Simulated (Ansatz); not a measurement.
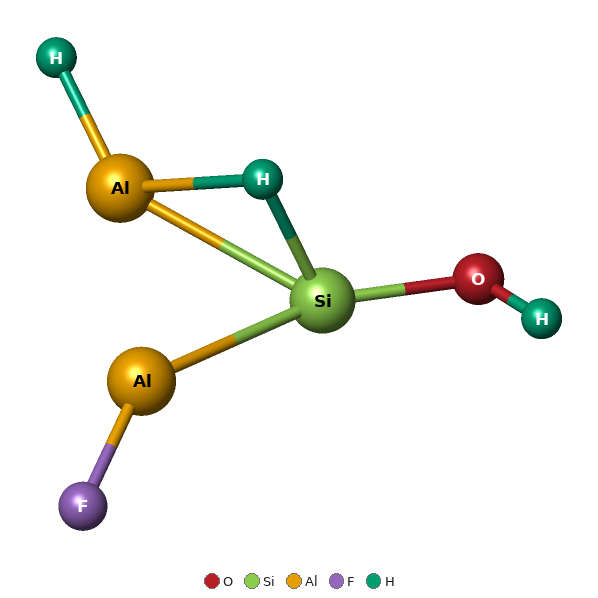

Sticks follow a distance rule. Harmonic vibrations computed with RKS PBE0-D4/def2-TZVP (Ansatz 0.2.0) at a stationary point of the same level.

> Minimum or transition state?

A minimum: no imaginary frequency, and the lowest mode lies at 88 cm⁻¹.

> List the wavenumbers.

18 modes: 88, 125, 157, 207, 238, 298, 353, 405, 432, 461, 515, 762, 840, 908, 916, 1529, 1877, 3888 cm⁻¹.
